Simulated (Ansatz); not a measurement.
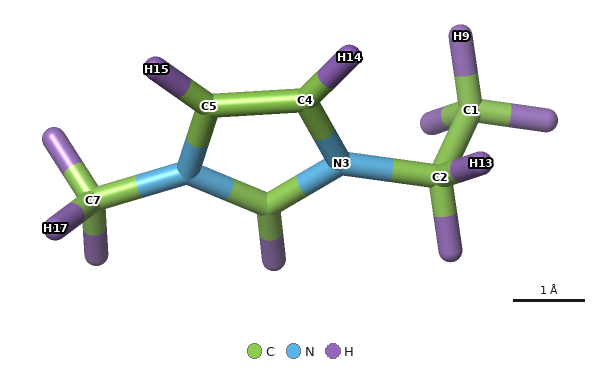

Fig. 1: The input geometry (stick view, seen at a tilt; atoms are numbered from 1 in the order of the input). Bond lengths as drawn: C–C 1.36 to 1.53 Å, C–H 1.07 to 1.09 Å and C–N 1.33 to 1.45 Å.

**C6H11N2 (charge +1): geometry relaxation**

C6H11N2, charge +1, computed with RKS PBE-D4/def2-SVP (Ansatz 0.2.0).

The geometry comes from this level: GFN2-xTB. Figures and captions count atoms from 1; the log counts them from 0 in places.

What the program printed:
```
The last accepted step is kept in [file] (removed where the run ends without a failure and the disk answers)
Engine: ansatz 0.2.0, x86_64-unknown-linux-gnu
Functional definition: PBE
  parameter kappa = 0.804
  parameter beta = 0.06672455060314922
  exchange = pbe_x(kappa = kappa, mu = beta*pi^2/3)
  correlation = pbe_c(beta = beta)
1930 factors; their error is unknown
mean field evaluation 1: about -9337.4536 eV, gradient 8.6e1 eV
mean field evaluation 2: about -9320.5015 eV, gradient 1.2e2 eV
mean field evaluation 4: about -9356.5183 eV, gradient 1.0e1 eV
mean field evaluation 8: about -9356.7318 eV, gradient 3.8e-1 eV
mean field evaluation 16: about -9356.6300 eV, gradient 1.3e-3 eV
mean field -9356.62997376 eV, -343.8498093839 hartree, gradient 4.6e-5 eV, S^2 0.000000; 0 other end points of the search recorded, 0 dependent functions left out
the calculation of the forces begins
reference -9356.63002014 eV, -343.8498110886 hartree; 30, 30 occupied and 137, 137 virtual orbitals, 1930 factors
relax step   1: F+E_penalty+E_count = -9357.04847966 eV  Δ(F+E_penalty+E_count) = +0.000e0 eV  max|allowed force component| = 7.304e-1 eV/Å  Δτ_max = 0.0000 Å  (31 SCF iters, accepted)
these checks for a lower state are left out or cut short: starts, cluster_reference, orbital_swaps, neighbouring_geometries, increment
1930 factors; their error is unknown
mean field -9356.77783604 eV, -343.8552432225 hartree, gradient 9.4e-6 eV, S^2 0.000000; 0 other end points of the search recorded, 0 dependent functions left out
the calculation of the forces begins
reference -9356.77788277 eV, -343.8552449401 hartree; 30, 30 occupied and 137, 137 virtual orbitals, 1930 factors
relax step   2: F+E_penalty+E_count = -9357.19195872 eV  Δ(F+E_penalty+E_count) = -1.435e-1 eV  max|allowed force component| = 4.495e-1 eV/Å  Δτ_max = 0.0593 Å  (33 SCF iters, accepted)
these checks for a lower state are left out or cut short: starts, cluster_reference, orbital_swaps, neighbouring_geometries, increment
1930 factors; their error is unknown
mean field evaluation 32: about -9356.7977 eV, gradient 2.4e-4 eV
mean field -9356.79773219 eV, -343.8559743926 hartree, gradient 2.6e-5 eV, S^2 0.000000; 0 other end points of the search recorded, 0 dependent functions left out
the calculation of the forces begins
reference -9356.79777908 eV, -343.8559761158 hartree; 30, 30 occupied and 137, 137 virtual orbitals, 1930 factors
relax step   3: F+E_penalty+E_count = -9357.20993341 eV  Δ(F+E_penalty+E_count) = -1.797e-2 eV  max|allowed force component| = 1.218e-1 eV/Å  Δτ_max = 0.0368 Å  (32 SCF iters, accepted)
these checks for a lower state are left out or cut short: starts, cluster_reference, orbital_swaps, neighbouring_geometries, increment
1930 factors; their error is unknown
mean field -9356.79886980 eV, -343.8560161991 hartree, gradient 2.6e-5 eV, S^2 0.000000; 0 other end points of the search recorded, 0 dependent functions left out
the calculation of the forces begins
reference -9356.79891671 eV, -343.8560179231 hartree; 30, 30 occupied and 137, 137 virtual orbitals, 1930 factors
relax step   4: F+E_penalty+E_count = -9357.21069275 eV  Δ(F+E_penalty+E_count) = -7.593e-4 eV  max|allowed force component| = 4.924e-2 eV/Å  Δτ_max = 0.0142 Å  (32 SCF iters, accepted)
these checks for a lower state are left out or cut short: starts, cluster_reference, orbital_swaps, neighbouring_geometries, increment
1930 factors; their error is unknown
mean field -9356.79928889 eV, -343.8560316004 hartree, gradient 2.2e-5 eV, S^2 0.000000; 0 other end points of the search recorded, 0 dependent functions left out
the calculation of the forces begins
reference -9356.79933579 eV, -343.8560333241 hartree; 30, 30 occupied and 137, 137 virtual orbitals, 1930 factors
relax step   5: F+E_penalty+E_count = -9357.21119346 eV  Δ(F+E_penalty+E_count) = -5.007e-4 eV  max|allowed force component| = 1.349e-2 eV/Å  Δτ_max = 0.0115 Å  (33 SCF iters, accepted)
1930 factors; their error is unknown
mean field evaluation 64: about -9356.7993 eV, gradient 2.8e-2 eV
```

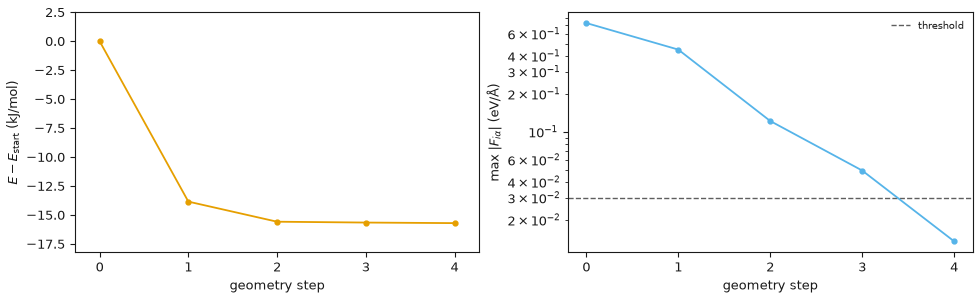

Fig. 2: Progress of the relaxation, step by step (the first geometry is step 0 here and step 1 in the log).

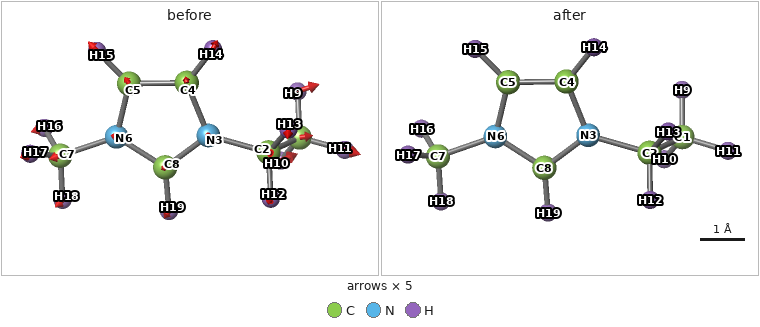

Fig. 3: Before (left) and after (right) the relaxation, at one scale (ball-and-stick view, seen at a tilt). The red arrows give the displacements, magnified 5 times. The atom that moves furthest after the best rigid fit is H9 (0.11 Å). Largest moves by element: H 0.11 Å, C 0.06 Å, N 0.03 Å. Among the contacts that change: C2–N3 1.448 → 1.479 Å, N6–C7 1.438 → 1.465 Å, C4–H14 1.071 → 1.095 Å, C5–N6 1.362 → 1.384 Å. After 4 geometry steps the energy has fallen by 15.7 kJ/mol. Largest force component: 0.73 eV/Å at the start, 0.013 eV/Å at the end. (Atoms are counted from 1 in the order of the input.)

```
mean field -9356.79928889 eV, -343.8560316004 hartree, gradient 2.8e-5 eV, S^2 0.000000; 1 other end points of the search recorded, 0 dependent functions left out
the calculation of the forces begins
reference -9356.79933579 eV, -343.8560333241 hartree; 30, 30 occupied and 137, 137 virtual orbitals, 1930 factors
Total energy: -9357.21124036 eV, -343.8711705377 hartree
Atom 0 at    -2.854878     0.835697    -0.026116 Å, force     0.004491    -0.003604    -0.005051 eV/Å
Atom 1 at    -1.950699     0.065434     0.929960 Å, force     0.000495    -0.006295     0.009459 eV/Å
Atom 2 at    -0.610014    -0.191769     0.361815 Å, force     0.000098     0.000299     0.002305 eV/Å
Atom 3 at    -0.263201    -1.259923    -0.445788 Å, force    -0.000799     0.010544    -0.013494 eV/Å
Atom 4 at     1.049914    -1.080224    -0.815785 Å, force    -0.007065     0.001469     0.003283 eV/Å
Atom 5 at     1.478593     0.098213    -0.229069 Å, force     0.004867    -0.004257     0.003458 eV/Å
Atom 6 at     2.821145     0.671359    -0.348745 Å, force    -0.003674    -0.002500     0.003843 eV/Å
Atom 7 at     0.457636     0.620280     0.478276 Å, force    -0.003047    -0.005841    -0.004764 eV/Å
Atom 8 at    -3.013888     0.282803    -0.972988 Å, force    -0.001665     0.002574     0.004259 eV/Å
Atom 9 at    -2.438809     1.834522    -0.265296 Å, force    -0.004212    -0.005279    -0.001387 eV/Å
Atom 10 at    -3.843979     0.985019     0.449261 Å, force     0.006463    -0.002530    -0.002257 eV/Å
Atom 11 at    -1.798707     0.610675     1.882241 Å, force     0.001439     0.002135    -0.008265 eV/Å
Atom 12 at    -2.376523    -0.923765     1.188920 Å, force     0.005182     0.003769     0.004099 eV/Å
Atom 13 at    -0.968461    -2.061464    -0.689421 Å, force     0.000269     0.009515     0.004213 eV/Å
Atom 14 at     1.707235    -1.696339    -1.438293 Å, force    -0.000141     0.008436     0.005306 eV/Å
Atom 15 at     3.042677     0.882879    -1.412106 Å, force    -0.000617    -0.001780     0.005108 eV/Å
Atom 16 at     3.568253    -0.039730     0.052205 Å, force    -0.002604     0.003380    -0.001991 eV/Å
Atom 17 at     2.868831     1.612388     0.227099 Å, force    -0.000175    -0.004731    -0.003340 eV/Å
Atom 18 at     0.491746     1.550366     1.056768 Å, force     0.000694    -0.005303    -0.004782 eV/Å
Dipole moment:     0.318785     0.058955     0.052439 e Å
```

Trajectory as extended XYZ (Å, eV, eV/Å), 5 frames, from step=1 to step=5:
```
19
Properties=species:S:1:pos:R:3:forces:R:3 step=1 energy=-9357.04848
C    -2.7911    0.8410   -0.0303    0.3155  -0.3361   0.4021
C    -1.9282    0.0367    0.9374   -0.6566   0.5612  -0.4523
N    -0.6146   -0.1981    0.3760   -0.0389  -0.1212   0.2690
C    -0.2640   -1.2473   -0.4162    0.0470  -0.3626  -0.2396
C     1.0328   -1.0597   -0.7881   -0.0590  -0.3748  -0.2356
N     1.4516    0.1052   -0.2206    0.1718   0.0332  -0.0699
C     2.7650    0.6735   -0.3613    0.3046   0.1047  -0.0411
C     0.4379    0.6093    0.4764   -0.0324   0.5573   0.3984
H    -2.9087    0.3149   -0.9742   -0.1180  -0.3135  -0.6273
H    -2.3519    1.8164   -0.2242    0.2444   0.6481  -0.1441
H    -3.7752    0.9891    0.4034   -0.6789   0.1207   0.2632
H    -1.8134    0.5761    1.8795    0.1207   0.1227   0.5164
H    -2.3894   -0.9318    1.1388   -0.0938  -0.4864   0.2185
H    -0.9404   -2.0430   -0.6537   -0.5837  -0.6606  -0.1868
H     1.6710   -1.6636   -1.4003    0.5473  -0.5046  -0.5145
H     2.9770    0.8677   -1.4134    0.0784   0.1365  -0.5377
H     3.5161   -0.0191    0.0202    0.3703  -0.3476   0.2418
H     2.8269    1.6072    0.1929    0.0324   0.4926   0.2936
H     0.4654    1.5218    1.0405    0.0288   0.7304   0.4459
19
Properties=species:S:1:pos:R:3:forces:R:3 step=2 energy=-9357.19196
C    -2.8308    0.8475   -0.0284    0.2187  -0.1476   0.1254
C    -1.9414    0.0503    0.9285   -0.4495   0.2299  -0.0918
N    -0.6114   -0.2002    0.3737    0.0875  -0.0336   0.0425
C    -0.2597   -1.2637   -0.4234    0.0255  -0.1742  -0.1684
C     1.0467   -1.0763   -0.7989   -0.0419  -0.2091  -0.1070
N     1.4691    0.0997   -0.2228   -0.0174  -0.0134  -0.0037
C     2.7956    0.6751   -0.3591    0.2449   0.0848  -0.0234
C     0.4500    0.6129    0.4828   -0.0152   0.2660   0.1488
H    -2.9672    0.3147   -0.9834   -0.0445  -0.0787  -0.1685
H    -2.4010    1.8408   -0.2370    0.0493   0.1772  -0.0471
H    -3.8230    0.9931    0.4261   -0.1703   0.0189   0.0921
H    -1.8113    0.5833    1.8851    0.0504   0.0325   0.1536
H    -2.3876   -0.9324    1.1546   -0.0151  -0.1415   0.0788
H    -0.9510   -2.0697   -0.6647   -0.1587  -0.1452  -0.0331
H     1.6963   -1.6901   -1.4208    0.1485  -0.1104  -0.1170
H     3.0096    0.8788   -1.4212    0.0041   0.0350  -0.1409
H     3.5525   -0.0246    0.0318    0.0855  -0.0966   0.0715
H     2.8527    1.6170    0.2052   -0.0116   0.1300   0.0859
H     0.4790    1.5403    1.0548    0.0097   0.1760   0.1022
19
Properties=species:S:1:pos:R:3:forces:R:3 step=3 energy=-9357.20993
C    -2.8464    0.8426   -0.0257    0.0283  -0.0388   0.0425
C    -1.9499    0.0582    0.9311   -0.1218   0.0560  -0.0239
N    -0.6113   -0.1970    0.3668    0.0644   0.0209  -0.0743
C    -0.2635   -1.2631   -0.4426    0.0534  -0.0307   0.0188
C     1.0508   -1.0833   -0.8096   -0.0471  -0.0071  -0.0141
N     1.4761    0.0984   -0.2280   -0.0338  -0.0143  -0.0067
C     2.8153    0.6737   -0.3522    0.0676   0.0324  -0.0082
C     0.4526    0.6219    0.4747    0.0083  -0.0340   0.0477
H    -3.0005    0.2994   -0.9793   -0.0001   0.0040   0.0164
H    -2.4257    1.8428   -0.2524   -0.0064  -0.0173   0.0072
H    -3.8373    0.9888    0.4465   -0.0038   0.0066  -0.0113
H    -1.8049    0.5945    1.8897    0.0140   0.0019  -0.0137
H    -2.3836   -0.9309    1.1782    0.0163   0.0084  -0.0038
H    -0.9643   -2.0686   -0.6860   -0.0103   0.0139   0.0154
H     1.7082   -1.7032   -1.4283    0.0086   0.0197   0.0020
H     3.0360    0.8813   -1.4169   -0.0088  -0.0056   0.0100
H     3.5674   -0.0321    0.0498   -0.0198   0.0000  -0.0006
H     2.8643    1.6182    0.2181   -0.0126  -0.0098  -0.0004
H     0.4834    1.5547    1.0489    0.0034  -0.0062  -0.0031
19
Properties=species:S:1:pos:R:3:forces:R:3 step=4 energy=-9357.21069
C    -2.8535    0.8396   -0.0268    0.0215  -0.0133   0.0004
C    -1.9514    0.0639    0.9284   -0.0303   0.0005   0.0187
N    -0.6104   -0.1936    0.3627    0.0291  -0.0201   0.0223
C    -0.2612   -1.2645   -0.4405   -0.0016   0.0357  -0.0492
C     1.0503   -1.0811   -0.8152   -0.0091  -0.0136   0.0324
N     1.4783    0.0978   -0.2285   -0.0075  -0.0057  -0.0038
C     2.8196    0.6727   -0.3506    0.0132   0.0046   0.0047
C     0.4572    0.6190    0.4797   -0.0122  -0.0039  -0.0258
H    -3.0111    0.2905   -0.9764   -0.0012   0.0066   0.0114
H    -2.4356    1.8391   -0.2611   -0.0081  -0.0126   0.0006
H    -3.8434    0.9878    0.4477    0.0120  -0.0029  -0.0051
H    -1.8016    0.6053    1.8834    0.0035   0.0014  -0.0141
H    -2.3800   -0.9254    1.1832    0.0089   0.0088  -0.0003
H    -0.9642   -2.0690   -0.6819   -0.0013   0.0189   0.0050
H     1.7071   -1.6972   -1.4386    0.0006   0.0140   0.0121
H     3.0396    0.8846   -1.4145   -0.0048  -0.0044   0.0112
H     3.5690   -0.0370    0.0492   -0.0094   0.0059  -0.0045
H     2.8677    1.6142    0.2249   -0.0040  -0.0105  -0.0060
H     0.4905    1.5496    1.0577    0.0004  -0.0094  -0.0100
19
Properties=species:S:1:pos:R:3:forces:R:3 step=5 energy=-9357.21119
C    -2.8549    0.8357   -0.0261    0.0045  -0.0036  -0.0051
C    -1.9507    0.0654    0.9300    0.0005  -0.0063   0.0095
N    -0.6100   -0.1918    0.3618    0.0001   0.0003   0.0023
C    -0.2632   -1.2599   -0.4458   -0.0008   0.0105  -0.0135
C     1.0499   -1.0802   -0.8158   -0.0071   0.0015   0.0033
N     1.4786    0.0982   -0.2291    0.0049  -0.0043   0.0035
C     2.8211    0.6714   -0.3487   -0.0037  -0.0025   0.0038
C     0.4576    0.6203    0.4783   -0.0030  -0.0058  -0.0048
H    -3.0139    0.2828   -0.9730   -0.0017   0.0026   0.0043
H    -2.4388    1.8345   -0.2653   -0.0042  -0.0053  -0.0014
H    -3.8440    0.9850    0.4493    0.0065  -0.0025  -0.0023
H    -1.7987    0.6107    1.8822    0.0014   0.0021  -0.0083
H    -2.3765   -0.9238    1.1889    0.0052   0.0038   0.0041
H    -0.9685   -2.0615   -0.6894    0.0003   0.0095   0.0042
H     1.7072   -1.6963   -1.4383   -0.0001   0.0084   0.0053
H     3.0427    0.8829   -1.4121   -0.0006  -0.0018   0.0051
H     3.5683   -0.0397    0.0522   -0.0026   0.0034  -0.0020
H     2.8688    1.6124    0.2271   -0.0002  -0.0047  -0.0033
H     0.4917    1.5504    1.0568    0.0007  -0.0053  -0.0048
```

The run was set up as follows.

Input:
```yaml
crystal:
  periodic: [false, false, false]
  atoms:
    - { symbol: C, position_ang: [-2.79114, 0.84099, -0.03028] }
    - { symbol: C, position_ang: [-1.92817, 0.03666, 0.93735] }
    - { symbol: "N", position_ang: [-0.61459, -0.19812, 0.37605] }
    - { symbol: C, position_ang: [-0.26397, -1.24727, -0.41618] }
    - { symbol: C, position_ang: [1.03281, -1.05969, -0.78807] }
    - { symbol: "N", position_ang: [1.45159, 0.10525, -0.22064] }
    - { symbol: C, position_ang: [2.76496, 0.67352, -0.36132] }
    - { symbol: C, position_ang: [0.4379, 0.60934, 0.47645] }
    - { symbol: H, position_ang: [-2.90871, 0.31491, -0.97419] }
    - { symbol: H, position_ang: [-2.35191, 1.81642, -0.22418] }
    - { symbol: H, position_ang: [-3.77523, 0.98914, 0.40344] }
    - { symbol: H, position_ang: [-1.81336, 0.57611, 1.87946] }
    - { symbol: H, position_ang: [-2.38942, -0.93181, 1.13877] }
    - { symbol: H, position_ang: [-0.94036, -2.04298, -0.65369] }
    - { symbol: H, position_ang: [1.67098, -1.66364, -1.4003] }
    - { symbol: H, position_ang: [2.97704, 0.8677, -1.41337] }
    - { symbol: H, position_ang: [3.51611, -0.01905, 0.02019] }
    - { symbol: H, position_ang: [2.82694, 1.60718, 0.19293] }
    - { symbol: H, position_ang: [0.4654, 1.52176, 1.04052] }
total_charge: 1
basis:
  gaussian: { orbitals: def2-SVP }
hamiltonian:
  xc: pbe
  dispersion: d4
relax:
  f_tol: 0.03
  max_steps: 200
```

Launch command:
```bash
ansatz run input.yaml --threads 4 --pin off --max-ram 10240MiB --backend cpu --events-out ev --progress --plain --runs-dir out
```

Summary:

| quantity | value |
| --- | --- |
| outcome | converged |
| total energy | −9357.2112 eV |
| mean-field energy | −9356.7993 eV |
| SCF solution under orbital rotations | stable |
| largest force (length of the vector) at the end | 0.017 eV/Å |
| hardware | 4 threads of Intel Xeon @ 2.70GHz, 189 GiB of memory available, shared host |
| wall time | 20 s (CPU time 69 s) |
| peak memory | 0.26 GiB |
